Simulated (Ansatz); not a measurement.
**GeHO (doublet): one geometry, many settings at distance Ge1–O2 = 2.222 Å**

What do other methods and options give for GeHO (doublet) at this geometry, and how long do they take?

Program: Ansatz 0.2.0, Gaussian basis. Level of theory: the settings change from run to run. These are calculated values, not measurements.

36 further runs of the same task are left out: 13 for a known fault of the program, 19 that didn't finish, 4 set aside as unsound or not needed.

## (1) What is computed

The geometry derives from a PBE0/def2-TZVP stationary point (not a proven minimum). One bond is set to the value named and the two fragments are kept rigid. No spin-orbit coupling is included. The filled d shell of Ge may be among the frozen orbitals whatever the setting's name suggests; the logs give the count.

3 atoms, charge 0, spin multiplicity 2.

Atoms are counted from 1 here; the program's logs count them from 0.

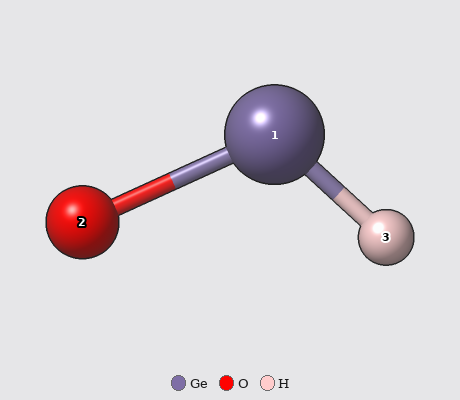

The geometry (germanium purple, oxygen red, hydrogen pink); atoms are numbered from 1 in the order of the file.

Coordinates:

| atom | x (Å) | y (Å) | z (Å) |
| --- | --- | --- | --- |
| Ge1 | 0.0000 | -0.0490 | 0.3868 |
| O2 | 0.0000 | 0.1364 | -1.8274 |
| H3 | 0.0000 | 1.3672 | 1.1289 |

## (2) CASSCF(5,4)/STO-3G

File in.yaml:

```yaml
crystal:
  periodic: [false, false, false]
  atoms:
    - {symbol: Ge, position_ang: [0.000000, -0.049013, 0.386835]}
    - {symbol: O, position_ang: [0.000000, 0.136394, -1.827416]}
    - {symbol: H, position_ang: [0.000000, 1.367217, 1.128920]}
basis:
  gaussian: {orbitals: STO-3G}
magnetization: {spin_polarized: false, initial_magnetization: 1}
correlation: {active_space: {window: {electrons: 5, orbitals: 4}, states: [{multiplicity: 2, weights: [1, 1]}], root: 0}}
scf: {lower_state_search: off}
output: {forces: true}
```

Run with:

```
$ ansatz run in.yaml --threads 1 --pin off --events-out ev --progress --plain --max-ram 2393MiB
```

Output:

```text
Functional definition: HF
  name "HF"
  cite "Fock, Z. Phys. 61, 126 (1930) doi:10.1007/BF01340294"
  parent pbe
  exchange = exact_x
  correlation = 0
these checks for a lower state are left out or cut short: stability, starts, cluster_reference, orbital_swaps, neighbouring_geometries, increment
307 factors; integrals over basis functions are off by at most 4.8e-8 eV
mean field evaluation 1: about -57834.0989 eV, gradient 3.9e1 eV
mean field evaluation 2: about -57834.1186 eV, gradient 3.9e1 eV
mean field evaluation 4: about -57849.2234 eV, gradient 6.8e0 eV
mean field evaluation 8: about -57851.9088 eV, gradient 2.2e0 eV
mean field evaluation 16: about -57851.9833 eV, gradient 4.2e-5 eV
mean field -57851.98333008 eV, -2126.0211738978 hartree, gradient 1.1e-6 eV, S^2 0.750000; 0 other end points of the search recorded, 0 dependent functions left out
reference -57851.98333008 eV, -2126.0211738978 hartree; 21, 20 occupied and 3, 4 virtual orbitals, 307 factors
state -57852.34565245 eV, -2126.0344889992 hartree
state -57852.13346345 eV, -2126.0266911972 hartree
the calculation of the forces begins
Total energy: -57852.34565245 eV, -2126.0344889992 hartree
Atom 0 at     0.000000    -0.049013     0.386835 Å, force    -0.000000     1.011146    -3.981317 eV/Å
Atom 1 at     0.000000     0.136394    -1.827416 Å, force     0.000000     0.379794     6.102920 eV/Å
Atom 2 at     0.000000     1.367217     1.128920 Å, force     0.000000    -1.390939    -2.121603 eV/Å
Dipole moment:    -0.000000     0.136903     0.298087 e Å
Checks for a lower state left out: stability, starts, cluster_reference, orbital_swaps, neighbouring_geometries, increment
```

It took 0.3 s on 1 thread of Arm Neoverse V2, shared host.

From the report: 24 determinants; active occupations (of the averaged states) 1.95, 1.50, 1.50, 0.05.

## (3) CCSD(T) on ROHF/6-31G*

File in.yaml:

```yaml
crystal:
  periodic: [false, false, false]
  atoms:
    - {symbol: Ge, position_ang: [0.000000, -0.049013, 0.386835]}
    - {symbol: O, position_ang: [0.000000, 0.136394, -1.827416]}
    - {symbol: H, position_ang: [0.000000, 1.367217, 1.128920]}
basis:
  gaussian: {orbitals: "6-31G*"}
magnetization: {spin_polarized: false, initial_magnetization: 1}
correlation: {method: ccsd_t, electrons: valence}
```

Same command.

Output, cut to the lines that bear on the results:

```text
Functional definition: HF
  name "HF"
  cite "Fock, Z. Phys. 61, 126 (1930) doi:10.1007/BF01340294"
  parent pbe
[...]
467 factors; integrals over basis functions are off by at most 6.4e-4 eV
[...]
mean field -58515.50060165 eV, -2150.4049838796 hartree, gradient 8.0e-6 eV, S^2 0.750000; 15 other end points of the search recorded, 0 dependent functions left out
[...]
determinant -58515.50060165 eV, -2150.4049838796 hartree, with singles and doubles -58526.56423458 eV, -2150.8115648909 hartree
determinant -58515.25656756 eV, -2150.3960157924 hartree, with singles and doubles -58526.18338131 eV, -2150.7975687912 hartree
determinant -58514.00118130 eV, -2150.3498811983 hartree, with singles and doubles -58525.16439084 eV, -2150.7601215822 hartree
determinant -58512.06295885 eV, -2150.2786528369 hartree, with singles and doubles -58523.91799269 eV, -2150.7143172951 hartree
determinant -58515.50060165 eV, -2150.4049838796 hartree, with singles and doubles -58526.58989041 eV, -2150.8125077250 hartree
determinant -58515.25656756 eV, -2150.3960157924 hartree, with singles and doubles -58526.18812028 eV, -2150.7977429451 hartree
10 core orbitals not correlated: weight in the atoms' cores, before any rotation towards them, 1.000 or more for the frozen orbitals, at most 0.000 for the correlated occupied ones
reference -58515.50060165 eV, -2150.4049838796 hartree; 11, 10 occupied and 31, 32 virtual orbitals, 467 factors
second order -10.57359827 eV of doubles, -0.07519378 eV of singles
cycle   1  -11.08928557 eV  change    3.2e-6 eV  update   4.6e-6
perturbative correction -0.32704222 eV, -0.0120185799 hartree
Total energy: -58526.91692944 eV, -2150.8245261876 hartree
```

It took 18 s on 1 thread of Arm Neoverse V2, shared host.

From the report: correlation -11.4163 eV; T1 0.037; largest double amplitude 0.07.

## (4) HF/STO-3G

File in.yaml:

```yaml
crystal:
  periodic: [false, false, false]
  atoms:
    - {symbol: Ge, position_ang: [0.000000, -0.049013, 0.386835]}
    - {symbol: O, position_ang: [0.000000, 0.136394, -1.827416]}
    - {symbol: H, position_ang: [0.000000, 1.367217, 1.128920]}
basis:
  gaussian: {orbitals: STO-3G}
magnetization: {spin_polarized: true, initial_magnetization: 1}
hamiltonian: {xc: hf}
accuracy: high
output: {forces: true, orbitals: {seedname: orbitals}}
```

Launched as before.

Output, cut to the lines that bear on the results:

```text
Functional definition: HF
  name "HF"
  cite "Fock, Z. Phys. 61, 126 (1930) doi:10.1007/BF01340294"
  parent pbe
[...]
315 factors; integrals over basis functions are off by at most 2.2e-8 eV
[...]
mean field -57852.61141069 eV, -2126.0442554343 hartree, gradient 2.2e-8 eV, S^2 1.466931; 14 other end points of the search recorded, 0 dependent functions left out
[...]
reference -57852.61141069 eV, -2126.0442554343 hartree; 21, 20 occupied and 3, 4 virtual orbitals, 315 factors
Total energy: -57852.61141069 eV, -2126.0442554343 hartree
Atom 0 at     0.000000    -0.049013     0.386835 Å, force     0.000000     1.404361    -0.593643 eV/Å
Atom 1 at     0.000000     0.136394    -1.827416 Å, force    -0.000000     0.312656     2.280755 eV/Å
Atom 2 at     0.000000     1.367217     1.128920 Å, force    -0.000000    -1.717017    -1.687112 eV/Å
Dipole moment:     0.009986     0.096492     0.140825 e Å
```

Wall time 1.5 s (1 thread of Arm Neoverse V2, shared host).

From the report: ⟨S²⟩ of the determinant 1.467 (pure doublet: 0.75). The determinant is far from a pure spin state, so its energy mixes those of several spin states (harmless only where they are near-degenerate, as at dissociation).

## (5) NEVPT2(5,5)/cc-pVDZ

File in.yaml:

```yaml
crystal:
  periodic: [false, false, false]
  atoms:
    - {symbol: Ge, position_ang: [0.000000, -0.049013, 0.386835]}
    - {symbol: O, position_ang: [0.000000, 0.136394, -1.827416]}
    - {symbol: H, position_ang: [0.000000, 1.367217, 1.128920]}
basis:
  gaussian: {orbitals: cc-pVDZ, point_charges: [{charge: 1.00, position_ang: [3.038, 0.615, 0.670]}]}
magnetization: {spin_polarized: false, initial_magnetization: 1}
correlation: {method: sc_nevpt2, electrons: valence, active_space: {window: {electrons: 5, orbitals: 5}}}
output: {forces: true}
```

The command is unchanged.

Output, cut to the lines that bear on the results:

```text
Functional definition: HF
  name "HF"
  cite "Fock, Z. Phys. 61, 126 (1930) doi:10.1007/BF01340294"
  parent pbe
[...]
501 factors; integrals over basis functions are off by at most 1.1e-3 eV
[...]
mean field -58522.15959378 eV, -2150.6496973269 hartree, gradient 2.3e-6 eV, S^2 0.750000; 9 other end points of the search recorded, 0 dependent functions left out
reference -58522.15959378 eV, -2150.6496973269 hartree; 21, 20 occupied and 25, 26 virtual orbitals, 501 factors
state -58524.13435028 eV, -2150.7222682896 hartree
state -58524.13435028 eV, -2150.7222682896 hartree; corrected -58529.11457479 eV, -2150.9052881646 hartree
[...]
WARN: the results are in doubt because close orbitals or states may skew the forces
Total energy: -58529.11457479 eV, -2150.9052881646 hartree
Atom 0 at     0.000000    -0.049013     0.386835 Å, force     0.213415    -0.562568    -2.404360 eV/Å
Atom 1 at     0.000000     0.136394    -1.827416 Å, force    -0.002562     0.291454     3.121039 eV/Å
Atom 2 at     0.000000     1.367217     1.128920 Å, force    -0.162171     0.357510    -0.674396 eV/Å
Dipole moment:    -0.359342     0.011571     0.135341 e Å
In doubt: close orbitals or states may skew the forces
```

Run time: 3.5 s. Hardware: 1 thread of Arm Neoverse V2, shared host.

From the report: 100 determinants; active occupations 1.94, 1.93, 1.00, 0.07, 0.06. The program marks this result as in doubt; its last lines say why.

## (6) CCSD on ROHF/cc-pVDZ

File in.yaml:

```yaml
crystal:
  periodic: [false, false, false]
  atoms:
    - {symbol: Ge, position_ang: [0.000000, -0.049013, 0.386835]}
    - {symbol: O, position_ang: [0.000000, 0.136394, -1.827416]}
    - {symbol: H, position_ang: [0.000000, 1.367217, 1.128920]}
basis:
  gaussian: {orbitals: cc-pVDZ}
magnetization: {spin_polarized: false, initial_magnetization: 1}
correlation: {method: ccsd, electrons: outside_noble_gas}
```

The command is unchanged.

Output, cut to the lines that bear on the results:

```text
Functional definition: HF
  name "HF"
  cite "Fock, Z. Phys. 61, 126 (1930) doi:10.1007/BF01340294"
  parent pbe
[...]
501 factors; integrals over basis functions are off by at most 1.1e-3 eV
[...]
mean field -58522.66774371 eV, -2150.6683714924 hartree, gradient 2.6e-6 eV, S^2 0.750000; 14 other end points of the search recorded, 0 dependent functions left out
[...]
determinant -58522.66774371 eV, -2150.6683714924 hartree, with singles and doubles -58529.77815406 eV, -2150.9296742531 hartree
determinant -58522.42484605 eV, -2150.6594451681 hartree, with singles and doubles -58529.40337900 eV, -2150.9159015236 hartree
determinant -58521.19155302 eV, -2150.6141224852 hartree, with singles and doubles -58528.40664200 eV, -2150.8792721147 hartree
determinant -58519.26375943 eV, -2150.5432773773 hartree, with singles and doubles -58527.12213709 eV, -2150.8320674299 hartree
determinant -58522.66774371 eV, -2150.6683714924 hartree, with singles and doubles -58529.80054796 eV, -2150.9304972138 hartree
determinant -58522.42484605 eV, -2150.6594451681 hartree, with singles and doubles -58529.40778738 eV, -2150.9160635286 hartree
15 core orbitals not correlated: weight in the atoms' cores, before any rotation towards them, 0.999 or more for the frozen orbitals, at most 0.000 for the correlated occupied ones
reference -58522.66774371 eV, -2150.6683714924 hartree; 6, 5 occupied and 25, 26 virtual orbitals, 501 factors
second order -6.15433785 eV of doubles, -0.07512746 eV of singles
cycle   1  -7.13280197 eV  change    2.3e-6 eV  update   4.4e-6
WARN: the results are in doubt because among natural orbitals full CI differs from the method by -0.153 eV
Total energy: -58529.80054568 eV, -2150.9304971301 hartree
In doubt: among natural orbitals full CI differs from the method by -0.153 eV
```

It took 11 s on 1 thread of Arm Neoverse V2, shared host.

From the report: correlation -7.1328 eV; T1 0.049; largest double amplitude 0.07. The program marks this result as in doubt; its last lines say why.

## (7) BCCD on UHF/cc-pVDZ

in.yaml, as its differences from that of step 6:

```diff
@@ -8,3 +8,4 @@
   gaussian: {orbitals: cc-pVDZ}
-magnetization: {spin_polarized: false, initial_magnetization: 1}
-correlation: {method: ccsd, electrons: outside_noble_gas}
+magnetization: {spin_polarized: true, initial_magnetization: 1}
+correlation: {method: bccd, electrons: valence, diis_vectors: 12}
+scf: {lower_state_search: off}
```

Same command.

Output, cut to the lines that bear on the results:

```text
Functional definition: HF
  name "HF"
  cite "Fock, Z. Phys. 61, 126 (1930) doi:10.1007/BF01340294"
  parent pbe
[...]
501 factors; integrals over basis functions are off by at most 1.1e-3 eV
[...]
mean field -58522.87871903 eV, -2150.6761246925 hartree, gradient 2.7e-6 eV, S^2 1.086688; 0 other end points of the search recorded, 0 dependent functions left out
10 core orbitals not correlated: weight in the atoms' cores, before any rotation towards them, 1.000 or more for the frozen orbitals, at most 0.000 for the correlated occupied ones
reference -58522.87871903 eV, -2150.6761246925 hartree; 11, 10 occupied and 25, 26 virtual orbitals, 501 factors
second order -6.20133498 eV of doubles, -0.00000000 eV of singles
cycle   1  -6.74384967 eV  change   -5.4e-1 eV  update   1.1e-1
[...]
cycle  29  -7.28684654 eV  change   -1.1e-5 eV  update   6.2e-6
Total energy: -58530.16556557 eV, -2150.9439113636 hartree
Checks for a lower state left out: stability, starts, cluster_reference, orbital_swaps, neighbouring_geometries, increment
```

Run time: 3.4 s. Hardware: 1 thread of Arm Neoverse V2, shared host.

From the report: ⟨S²⟩ of the determinant 1.087 (pure doublet: 0.75); correlation -7.2868 eV; largest double amplitude 0.07.

## (8) CASSCF(7,4)/6-31G*

File in.yaml:

```yaml
crystal:
  periodic: [false, false, false]
  atoms:
    - {symbol: Ge, position_ang: [0.000000, -0.049013, 0.386835]}
    - {symbol: O, position_ang: [0.000000, 0.136394, -1.827416]}
    - {symbol: H, position_ang: [0.000000, 1.367217, 1.128920]}
basis:
  gaussian: {orbitals: "6-31G*", fitting: {mean_field: def2-universal-jkfit}}
magnetization: {spin_polarized: false, initial_magnetization: 1}
correlation: {active_space: {window: {electrons: 7, orbitals: 4}, states: [{multiplicity: 2, weights: [1, 1]}]}}
```

Same command.

Output, cut to the lines that bear on the results:

```text
Functional definition: HF
  name "HF"
  cite "Fock, Z. Phys. 61, 126 (1930) doi:10.1007/BF01340294"
  parent pbe
[...]
361 factors; integrals over basis functions are off by at most 9.9e-2 eV
[...]
mean field -58515.49761676 eV, -2150.4048741872 hartree, gradient 8.8e-7 eV, S^2 0.750000; 14 other end points of the search recorded, 0 dependent functions left out
reference -58515.49761676 eV, -2150.4048741872 hartree; 21, 20 occupied and 31, 32 virtual orbitals, 361 factors
state -58515.46782031 eV, -2150.4037791876 hartree
state -58515.22575570 eV, -2150.3948834774 hartree
Total energy: -58515.34678800 eV, -2150.3993313325 hartree
```

Wall time 4.1 s (1 thread of Arm Neoverse V2, shared host).

From the report: 4 determinants; active occupations (of the averaged states) 2.00, 2.00, 1.50, 1.50.

## (9) HF/cc-pVDZ

File in.yaml:

```yaml
crystal:
  periodic: [false, false, false]
  atoms:
    - {symbol: Ge, position_ang: [0.000000, -0.049013, 0.386835]}
    - {symbol: O, position_ang: [0.000000, 0.136394, -1.827416]}
    - {symbol: H, position_ang: [0.000000, 1.367217, 1.128920]}
basis:
  gaussian: {orbitals: cc-pVDZ}
magnetization: {spin_polarized: false, initial_magnetization: 1}
hamiltonian: {xc: hf}
accuracy: high
output: {orbitals: {seedname: orbitals}}
```

Launched as before.

Output, cut to the lines that bear on the results:

```text
Functional definition: HF
  name "HF"
  cite "Fock, Z. Phys. 61, 126 (1930) doi:10.1007/BF01340294"
  parent pbe
[...]
873 factors; integrals over basis functions are off by at most 4.4e-9 eV
[...]
mean field -58522.66786308 eV, -2150.6683758791 hartree, gradient 1.9e-8 eV, S^2 0.750000; 3 other end points of the search recorded, 0 dependent functions left out
reference -58522.66786308 eV, -2150.6683758791 hartree; 21, 20 occupied and 25, 26 virtual orbitals, 873 factors
Total energy: -58522.66786308 eV, -2150.6683758791 hartree
```

Run time: 2.4 s. Hardware: 1 thread of Arm Neoverse V2, shared host.

## (10) CASSCF(7,6)/cc-pVDZ

in.yaml, as its differences from that of step 9:

```diff
@@ -9,4 +9,4 @@
 magnetization: {spin_polarized: false, initial_magnetization: 1}
-hamiltonian: {xc: hf}
-accuracy: high
-output: {orbitals: {seedname: orbitals}}
+correlation: {active_space: {window: {electrons: 7, orbitals: 6}}}
+scf: {lower_state_search: off}
+output: {forces: true}
```

Launched as before.

Output, cut to the lines that bear on the results:

```text
Functional definition: HF
  name "HF"
  cite "Fock, Z. Phys. 61, 126 (1930) doi:10.1007/BF01340294"
  parent pbe
[...]
501 factors; integrals over basis functions are off by at most 1.1e-3 eV
[...]
mean field -58522.66774371 eV, -2150.6683714924 hartree, gradient 2.6e-6 eV, S^2 0.750000; 0 other end points of the search recorded, 0 dependent functions left out
reference -58522.66774371 eV, -2150.6683714924 hartree; 21, 20 occupied and 25, 26 virtual orbitals, 501 factors
state -58524.50876026 eV, -2150.7360276026 hartree
[...]
Total energy: -58524.50876026 eV, -2150.7360276026 hartree
Atom 0 at     0.000000    -0.049013     0.386835 Å, force     0.000000    -0.566989    -2.746227 eV/Å
Atom 1 at     0.000000     0.136394    -1.827416 Å, force    -0.000000     0.284677     3.501831 eV/Å
Atom 2 at     0.000000     1.367217     1.128920 Å, force    -0.000000     0.282312    -0.755605 eV/Å
Dipole moment:     0.000000     0.063097     0.514536 e Å
Checks for a lower state left out: stability, starts, cluster_reference, orbital_swaps, neighbouring_geometries, increment
```

Run time: 1.1 s. Hardware: 1 thread of Arm Neoverse V2, shared host.

From the report: 300 determinants; active occupations 2.00, 1.96, 1.94, 1.00, 0.07, 0.04.

## (11) All runs side by side

 † marks a result that the program doubts.

| level | correlated | functions | energy (eV) | time |
| --- | --- | --- | --- | --- |
| CASSCF(5,4)/STO-3G (lowest root of an average) |  | 24 | -57852.3457 | 0.3 s |
| CCSD(T) on ROHF/6-31G* | valence | 52 | -58526.9169 | 18 s |
| HF/STO-3G |  | 24 | -57852.6114 | 1.5 s |
| NEVPT2(5,5)/cc-pVDZ (beside a point charge) † | valence | 46 | -58529.1146 | 3.5 s |
| CCSD on ROHF/cc-pVDZ † | outside noble gas | 46 | -58529.8005 | 11 s |
| BCCD on UHF/cc-pVDZ | valence | 46 | -58530.1656 | 3.4 s |
| CASSCF(7,4)/6-31G* (mean of several states) |  | 52 | -58515.3468 | 4.1 s |
| HF/cc-pVDZ |  | 46 | -58522.6679 | 2.4 s |
| CASSCF(7,6)/cc-pVDZ |  | 46 | -58524.5088 | 1.1 s |

## (12) Results

```
quantity                                                  value
    runs                                                      9
quickest  CASSCF(5,4)/STO-3G (lowest root of an average), 0.3 s
 slowest                           CCSD(T) on ROHF/6-31G*, 18 s
```

In words: Total energies in different bases, with other cores or another treatment of relativity can't be set against each other. CCSD(T) on ROHF/6-31G* took 60 times as long as CASSCF(5,4)/STO-3G (lowest root of an average); the jobs differ in more than the method.
